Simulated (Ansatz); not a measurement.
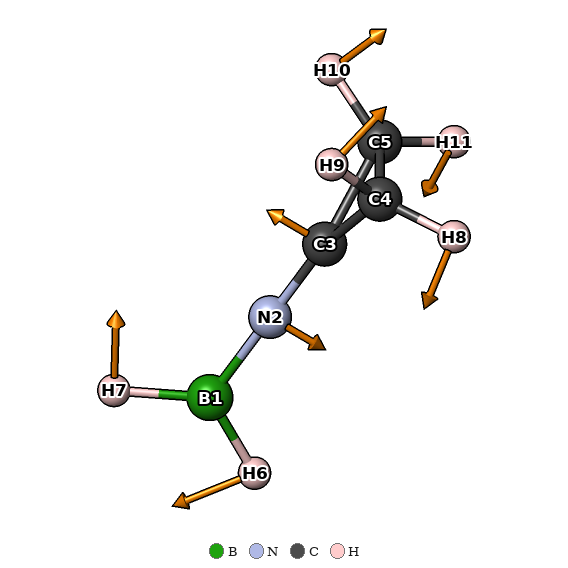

The arrows show one normal mode. Harmonic vibrations computed with RKS PBE0-D4/def2-TZVP (Ansatz 0.2.0) at a stationary point of the same level.

### Estimate its harmonic wavenumber.

371 cm⁻¹; it is mode 3 of 27 counted from the lowest.
